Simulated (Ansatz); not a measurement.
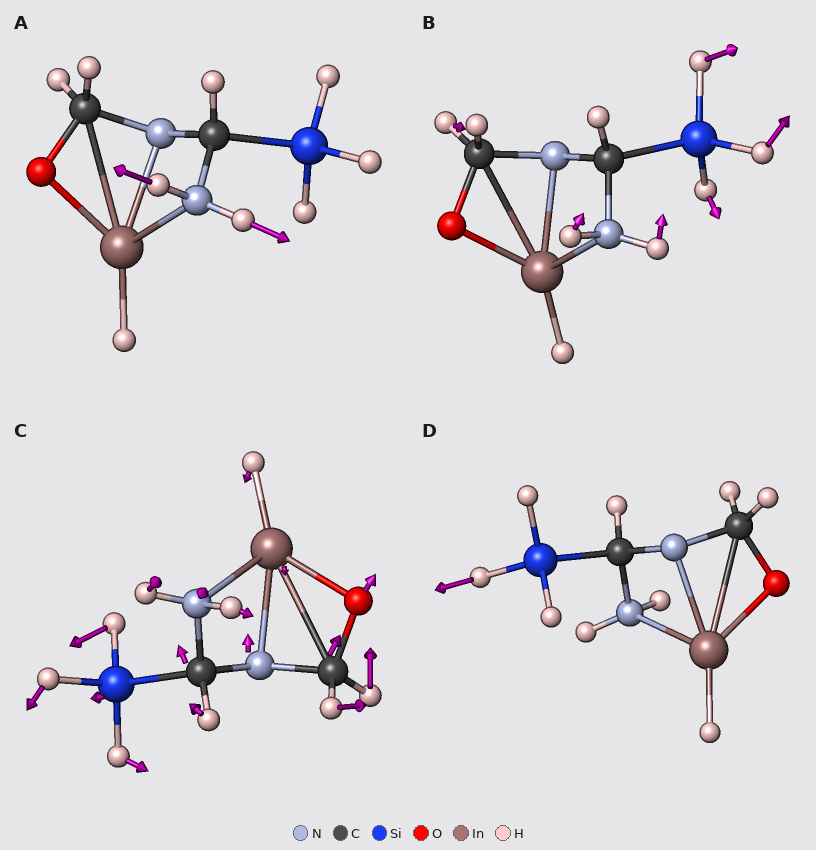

4 normal modes of one molecule or complex, as arrows. Harmonic vibrations computed with RKS PBE0-D4/def2-TZVP, core potentials on In (Ansatz 0.2.0) at a stationary point of the same level.

> Match the panels to the wavenumbers 335 cm⁻¹, 940 cm⁻¹, 2181 cm⁻¹, 3475 cm⁻¹.

A: 3475 cm⁻¹, in-phase stretching of 2 N–H bonds
B: 940 cm⁻¹, H–Si–H bending
C: 335 cm⁻¹
D: 2181 cm⁻¹, Si–H stretching
